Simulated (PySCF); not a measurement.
# MoNH: structure of the triplet

Where does triplet MoNH go from a linear start, is the end point a minimum, and what are its modes, charges and moments?

Method: PBE0, basis Mo def2-TZVP with ECP28, N def2-TZVP, H def2-TZVP, scalar-relativistic core potentials, no spin–orbit coupling, density fitting; program: PySCF 2.14.0.

### 1 The starting structure

3 atoms, charge 0, spin multiplicity 3.

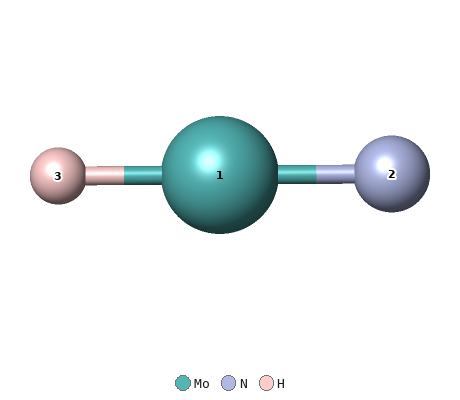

As it starts; molybdenum teal, nitrogen light blue, hydrogen pink; atoms are numbered from 1 in the order of the file.

```xyz
3
charge 0 multiplicity 3
Mo    0.0000    0.0000    0.2093
N     0.0000    0.0000   -1.6007
H     0.0000    0.0000    1.9093
```

### 2 Relaxing the triplet from the linear start

The steps below are one call of a driver around PySCF. For each, scf.py gives the equivalent set-up of the SCF; relaxations use the driver's own optimiser. Before each start the driver seeks the lowest SCF state from one or more starting densities and follows internal instabilities, so scf.py alone need not reach the same state.

The program finds C∞v symmetry in the start, which this walk keeps. The walk stops when the largest gradient is under 0.0003 Eh/bohr and the energy has settled too.

scf.py reads:

```python
from pyscf import gto, scf, dft
mol = gto.M(atom='''
Mo     0.000000     0.000000     0.209290
N      0.000000     0.000000    -1.600710
H      0.000000     0.000000     1.909290''',
    basis={'Mo': 'def2-TZVP', 'N': 'def2-TZVP', 'H': 'def2-TZVP'},
    ecp={'Mo': 'def2-TZVP'},
    charge=0, spin=2)
mf = dft.UKS(mol, xc='PBE0')
mf.grids.atom_grid = (50, 194)
aux = {'Mo': 'def2-universal-JKFIT', 'N': 'def2-universal-JKFIT', 'H': 'def2-universal-JKFIT'}
mf = mf.density_fit(auxbasis=aux)
mf.kernel()
```

Energy and gradient, step by step:

```
step  energy (Eh)  change (kJ/mol)  largest symmetric gradient (Eh/bohr)
   0  -123.356161             0.00                               0.13938
   1  -123.382293           -68.61                               0.07780
   2  -123.387203           -81.50                               0.03157
   3  -123.389237           -86.84                               0.01504
   4  -123.390384           -89.85                               0.00398
   5  -123.390485           -90.12                               0.00058
   6  -123.390487           -90.12                               0.00003
```

The walk took 7.6 s on 4 threads, shared host.

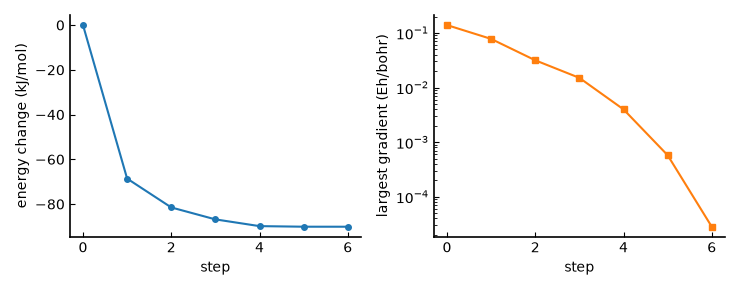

How energy and gradient fall.

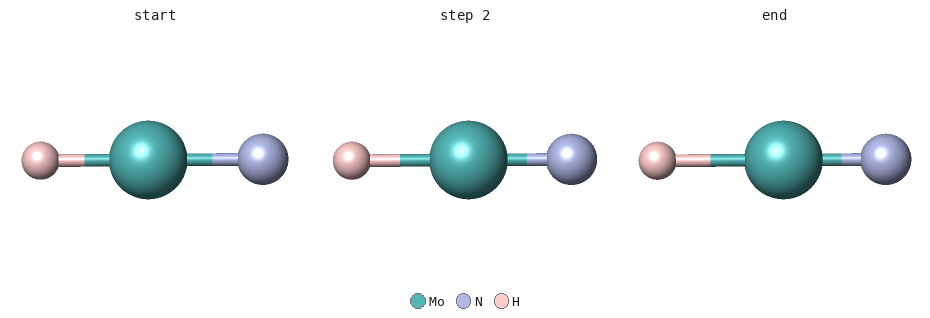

The geometry along the walk, at one scale.

End point (C∞v, 6 steps, 90.1 kJ/mol gained): Mo–H 1.986 Å, Mo–N 1.616 Å; H–Mo–N 180.0°.

### 3 Hessian and properties

The point is checked on the finer grid, and tightened if its gradient asks for it. The Hessian and the dipole derivatives come from central differences of analytic gradients, with steps of 0.01 bohr.

scf.py, as its differences from that of step 2:

```diff
@@ -3,3 +3,3 @@
-Mo     0.000000     0.000000     0.209290
-N      0.000000     0.000000    -1.600710
-H      0.000000     0.000000     1.909290''',
+Mo     0.000000     0.000000     0.182638
+N      0.000000     0.000000    -1.433066
+H      0.000000     0.000000     2.169130''',
@@ -10 +10 @@
-mf.grids.atom_grid = (50, 194)
+mf.grids.atom_grid = (75, 302)
```

The driver hands on the density of the step before, so the log starts near convergence.

SCF at the final geometry:

```text
init E= -123.390503999672
[... the frontier-level lines of each cycle are left out ...]
cycle= 1 E= -123.390503999625  delta_E= 4.67e-11  |g|= 1.19e-05  |ddm|= 8.34e-06
cycle= 2 E= -123.390503998828  delta_E= 7.97e-10  |g|= 4.57e-05  |ddm|= 2.66e-05
cycle= 3 E= -123.390503999686  delta_E= -8.58e-10  |g|= 8.69e-07  |ddm|= 2.17e-05
cycle= 4 E= -123.390503999687  delta_E= -1.22e-12  |g|= 5.02e-07  |ddm|= 1.32e-06
Extra cycle  E= -123.390503999688  delta_E= -7.96e-13  |g|= 6.33e-07  |ddm|= 1.82e-06
converged SCF energy = -123.390503999688  <S^2> = 2.2293942  2S+1 = 3.1492184
```

The whole step took 12 s.

Geometry: C∞v; Mo–H 1.986 Å, Mo–N 1.616 Å; H–Mo–N 180.0°.

Modes, for the most abundant isotopes:

```csv
symmetry,ω (cm⁻¹),IR (km/mol)
π,447i,710
σ+,1109,75.4
σ+,1389,35.9
```

2 modes are imaginary, the largest at 447i cm⁻¹: a saddle point, not a minimum.

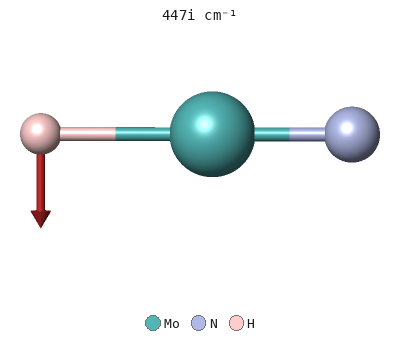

The imaginary mode, as arrows.

Constants and moments:

```
Dipole moment                                                   : 0.34 D
Highest occupied level                                          : -6.97 eV
Lowest empty level                                              : -3.01 eV
Rotational constants                                            : 0.4585 cm⁻¹
Zero-point energy (real modes)                                  : 14.9 kJ/mol
Principal polarisabilities                                      : 42.7, 42.7, 64.6 bohr³
Atomisation energy without zero-point energy                    : 633 kJ/mol
Principal traceless quadrupole moments about the centre of mass : -12.26, 6.13, 6.13 D Å
Spin squared ⟨S²⟩                                               : 2.229
```

Populations by atom (charges in e):

```
atom  Mulliken  Löwdin  polar tensor  spin (Mulliken)  Mayer order to Mo1
 Mo1      0.58    0.42          1.18             2.84                   –
  N2     -0.40   -0.22         -0.72            -0.64                2.74
  H3     -0.17   -0.21         -0.45            -0.21                0.97
```

Outer orbital energies (eV). α occupied: -45.18, -19.71, -9.68, -9.68, -9.60, -7.39, -7.39, -6.97; empty: -3.01, -2.00, -2.00, 0.61. β occupied: -44.32, -42.39, -42.39, -20.54, -10.08, -9.70, -9.70, -7.16; empty: -2.23, -2.02, -2.02, -1.19.

Mulliken populations on Mo1 (outside its core potential): s 2.83, p 6.06, d 4.51, f 0.03.

### 4 Leaving the saddle point

The start is the last point, displaced along its most imaginary mode.

The program finds Cs symmetry in the start, which this walk keeps. Threshold on the gradient: 0.0003 Eh/bohr, with a further test on the energy change.

scf.py, as its differences from that of step 3:

```diff
@@ -3,3 +3,3 @@
-Mo     0.000000     0.000000     0.182638
-N      0.000000     0.000000    -1.433066
-H      0.000000     0.000000     2.169130''',
+Mo    -0.000615    -0.002684     0.182638
+N      0.002372     0.010350    -1.433066
+H      0.026805     0.116968     2.169130''',
@@ -10 +10 @@
-mf.grids.atom_grid = (75, 302)
+mf.grids.atom_grid = (50, 194)
```

Energy and gradient, step by step:

```
step  energy (Eh)  change (kJ/mol)  largest symmetric gradient (Eh/bohr)
   0  -123.390709             0.00                               0.00364
   1  -123.391051            -0.90                               0.00575
   2  -123.391876            -3.06                               0.00861
   3  -123.393668            -7.77                               0.01143
   4  -123.396797           -15.98                               0.01842
   5  -123.400881           -26.71                               0.02693
   6  -123.402808           -31.77                               0.08259
   7  -123.409075           -48.22                               0.02628
   8  -123.411088           -53.50                               0.02684
   9  -123.420449           -78.08                               0.04267
  10  -123.426290           -93.42                               0.02727
  11  -123.427754           -97.26                               0.01324
  12  -123.428007           -97.93                               0.00421
  13  -123.428054           -98.05                               0.00095
  14  -123.428057           -98.06                               0.00018
  15  -123.428057           -98.06                               0.00002
```

The walk took 16 s.

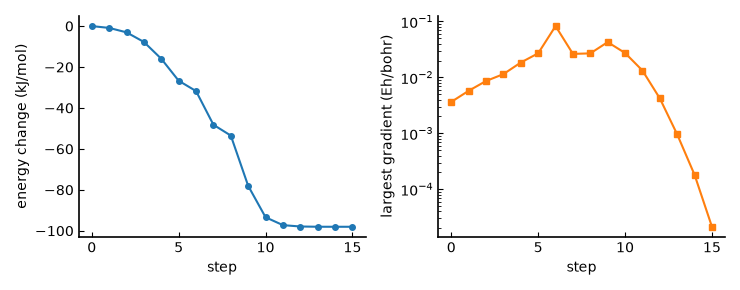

Energy and largest gradient along the walk.

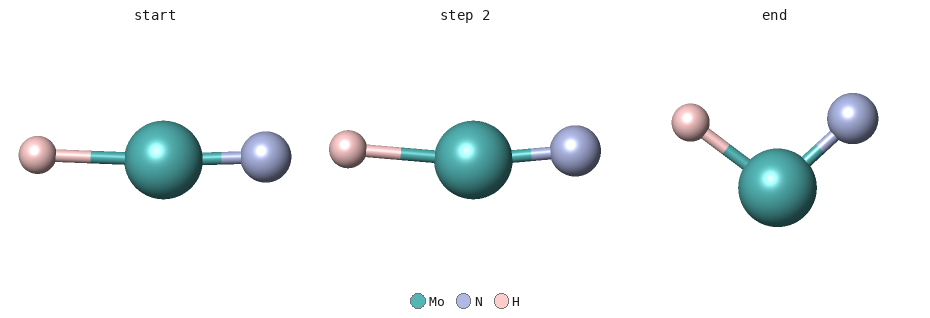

Start and end of the relaxation, with a step between.

End point (Cs, 15 steps, 98.1 kJ/mol gained): Mo–H 1.717 Å, Mo–N 1.615 Å; H–Mo–N 100.4°.

### 5 Frequencies

The same treatment as at the point before.

scf.py, as its differences from that of step 4:

```diff
@@ -3,3 +3,3 @@
-Mo    -0.000615    -0.002684     0.182638
-N      0.002372     0.010350    -1.433066
-H      0.026805     0.116968     2.169130''',
+Mo    -0.031721    -0.138421     0.138067
+N      0.207029     0.903403    -1.072509
+H      0.205039     0.894722     1.489227''',
@@ -10 +10 @@
-mf.grids.atom_grid = (50, 194)
+mf.grids.atom_grid = (75, 302)
```

SCF at the final geometry:

```text
init E= -123.428077022662
[... the frontier-level lines of each cycle are left out ...]
cycle= 1 E= -123.428077022657  delta_E= 4.58e-12  |g|= 4.67e-06  |ddm|= 5.63e-06
Extra cycle  E= -123.42807702258  delta_E= 7.68e-11  |g|= 1.45e-05  |ddm|= 1.03e-05
converged SCF energy = -123.42807702258  <S^2> = 2.0593431  2S+1 = 3.0393046
```

The whole step took 16 s.

Geometry: Cs; Mo–H 1.717 Å, Mo–N 1.615 Å; H–Mo–N 100.4°.

Harmonic modes (main isotopes):

```tsv
symmetry	ω (cm⁻¹)	IR (km/mol)	type
a'	577	57.4	bend
a'	1151	88.7	stretch
a'	1821	180	stretch
```

All wavenumbers are real: a minimum.

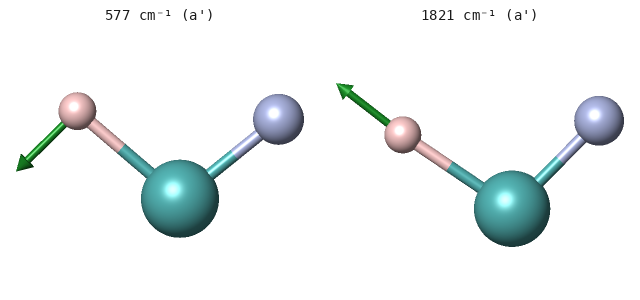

Displacements of 2 of the modes, as arrows (one member where a mode is degenerate).

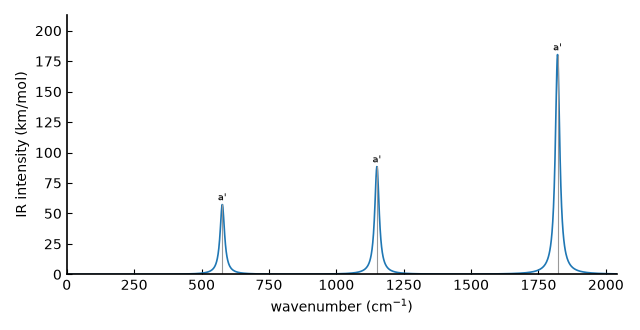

The harmonic infrared spectrum (widths in cm⁻¹). Lines are broadened to a width of 20 cm⁻¹ (Lorentzian).

Properties at this point:

```yaml
Dipole_moment: 4.45 D
Highest_occupied_level: -6.08 eV
Lowest_empty_level: -2.63 eV
Rotational_constants: 5.971, 0.5229, 0.4808 cm⁻¹
Zero-point_energy: 21.2 kJ/mol
Principal_polarisabilities: 50.4, 55.6, 57.3 bohr³
Atomisation_energy_without_zero-point_energy: 732 kJ/mol
Principal_traceless_quadrupole_moments_about_the_centre_of_mass: -4.36, 2.09, 2.27 D Å
Entropy_at_298.15_K_and_1_bar_electronic_part_spin_only: 261.3 J/(mol K)
Heat_capacity_Cp_at_298.15_K: 38.9 J/(mol K)
Enthalpy_at_298.15_K_above_0_K: 10.43 kJ/mol
Rotational_symmetry_number: 1
Spin_squared_⟨S²⟩: 2.059
```

Populations by atom (charges in e):

```csv
atom,Mulliken,Löwdin,polar tensor,spin (Mulliken),Mayer order to Mo1
Mo1,0.59,0.33,0.90,2.47,–
N2,-0.48,-0.25,-0.58,-0.36,2.93
H3,-0.11,-0.08,-0.31,-0.10,0.94
```

Outer orbital energies (eV). α occupied: -44.29, -19.16, -9.38, -9.05, -8.94, -8.34, -6.79, -6.08; empty: -2.63, -1.84, -0.59, 0.56. β occupied: -43.94, -42.21, -41.96, -19.62, -9.16, -8.94, -8.85, -8.13; empty: -2.17, -1.69, -1.68, -0.82.

Mulliken populations on Mo1 (outside its core potential): s 2.60, p 6.16, d 4.62, f 0.03.

### 6 All stationary points

| spin | group | bonds | imaginary modes (cm⁻¹) | ΔE (kJ/mol) | with zero-point energy |
| --- | --- | --- | --- | --- | --- |
| triplet | Cs | Mo–H 1.717 Å, Mo–N 1.615 Å | none | 0.0 | 0.0 |
| triplet | C∞v | Mo–H 1.986 Å, Mo–N 1.616 Å | 447i, 447i | 98.6 | – |

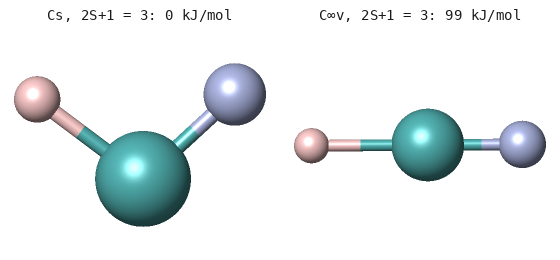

The points, lowest first (molybdenum teal, nitrogen light blue, hydrogen pink).

### 7 Summary of results

| quantity | value |
| --- | --- |
| minimum | triplet, Cs |
| geometry | Mo–H 1.717 Å, Mo–N 1.615 Å; H–Mo–N 100.4° |
| wavenumbers (cm⁻¹) | 577 (a'), 1151 (a'), 1821 (a') |
| dipole moment | 4.45 D |
| highest occupied, lowest empty level (either spin) | -6.08, -2.63 eV |
| polar-tensor charge of Mo1 | +0.90 e |
| zero-point energy | 21.2 kJ/mol |
| entropy at 298.15 K | 261.3 J/(mol K) |
| atomisation energy (no zero-point energy) | 732 kJ/mol |
| ⟨S²⟩ | 2.059 |

What this shows: From C∞v at the start the molecule goes to a Cs minimum, after a stop at a second-order saddle point 98.6 kJ/mol higher, from which it was pushed off along an imaginary mode. In the infrared the band at 1821 cm⁻¹ (a', stretch) leads. Most of the spin sits on Mo1 (Mulliken spin 2.47, against 2 for the whole molecule). Only this shape and spin were tried, so other structures or states may lie lower. One determinant may miss the lowest occupation of an open d or f shell.

The search up to here took 56 s on 4 threads, shared host.
